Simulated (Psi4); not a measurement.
# C2H6S2 (dimethyl disulfide) at wB97X-D/def2-SVP (density fitting, sweep point 6)

We compute the energy of C2H6S2 (dimethyl disulfide). 

Program for the calculation: Psi4 1.11.

3 further runs of the same task are left out: 1 that didn't finish, 2 set aside as unsound or not needed.

### 1 The molecule

The species is C2H6S2 (10 atoms), meant as a singlet with charge 0. SMILES: `CSSC`. The coordinates come from a PBE0-D4/def2-TZVP relaxation. This is one conformer, not always the lowest.

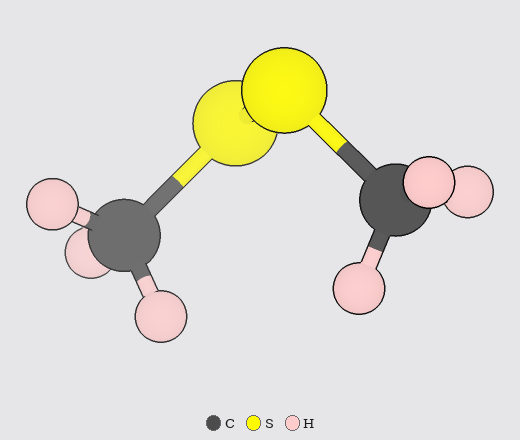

The structure, seen from a chosen angle (carbon dark grey, sulfur yellow, hydrogen pink).

### 2 A single-point energy at wB97X-D/def2-SVP (density fitting, sweep point 6)

input.dat reads:

```
memory 1600 MB

molecule system {
  0 1
  C     -1.051300     1.501800    -0.317200
  S      0.740400     1.356700    -0.153900
  S      0.967800    -0.119700     1.216900
  C      0.915200    -1.624600     0.221900
  H     -1.485400     0.595200    -0.738400
  H     -1.506100     1.726500     0.646700
  H     -1.228700     2.332500    -1.004300
  H      1.095800    -2.452600     0.911400
  H     -0.061400    -1.758100    -0.243200
  H      1.696600    -1.608900    -0.536800
  symmetry c1
}

set basis def2-SVP
set reference rks
set scf_type df
set diis_max_vecs 4

e = energy("wb97x-d")
```

Command:

```sh
$ psi4 -i input.dat -o output.dat -n 1
```

output.dat:

```text
[...]
  Running in c1 symmetry.
[...]
  Nuclear repulsion =  223.208564869706038
[...]
  Multiplicity = 1
[...]
  Nalpha       = 25
  Nbeta        = 25
[...]
    Number of basis functions: 94
[...]
   @DF-RKS iter   1:  -875.73234501219542   -3.52002e-01   5.33595e-03 DIIS/ADIIS
[...]
   @DF-RKS iter   9:  -875.86795754594164   -8.92112e-09   3.85555e-07 DIIS
[...]
    Orbital Energies [Eh]
    ---------------------
    Doubly Occupied:
       1A    -89.018807     2A    -89.018788     3A    -10.323023
       4A    -10.323008     5A     -8.070793     6A     -8.070763
       7A     -6.026147     8A     -6.025947     9A     -6.021270
      10A     -6.021213    11A     -6.014209    12A     -6.014207
      13A     -0.926500    14A     -0.851091    15A     -0.765888
      16A     -0.672573    17A     -0.539724    18A     -0.524954
      19A     -0.523498    20A     -0.507188    21A     -0.482760
      22A     -0.441784    23A     -0.397198    24A     -0.318178
      25A     -0.311650
[...]
  @DF-RKS Final Energy:  -875.86795754594164
   => Energetics <=
    Nuclear Repulsion Energy =            223.2085648697060378
    One-Electron Energy =               -1649.9811850202049754
    Two-Electron Energy =                 597.2396036845093477
    DFT Exchange-Correlation Energy =     -46.3322091392162534
    Empirical Dispersion Energy =          -0.0027319407358827
    VV10 Nonlocal Energy =                  0.0000000000000000
    Total Energy =                       -875.8679575459416355
[...]
 Multipole Moments:
 ------------------------------------------------------------------------------------
     Multipole            Electronic (a.u.)      Nuclear  (a.u.)        Total (a.u.)
 ------------------------------------------------------------------------------------
 L = 1.  Multiply by 2.5417464519 to convert [e a0] to [Debye]
 Dipole X            :          3.8620524           -4.4607244           -0.5986720
 Dipole Y            :          2.8475053           -3.2889335           -0.4414282
 Dipole Z            :          2.4253924           -2.8013943           -0.3760019
 Magnitude           :                                                    0.8334533
[...]
```

Wall time 11 s (1 thread of Intel Xeon Platinum 8259CL at 2.50GHz (Skylake/Cascade Lake), shared host); peak memory 0.76 GiB.

### 3 What came out

At wB97X-D/def2-SVP (density fitting, sweep point 6):

| quantity | value |
| --- | --- |
| total energy | -875.86796 Eh |
| dipole moment | 2.12 D |
| HOMO energy | -8.48 eV |
| LUMO energy | 2.02 eV |
| HOMO–LUMO gap | 10.50 eV |
| dispersion energy | -7.17 kJ/mol |
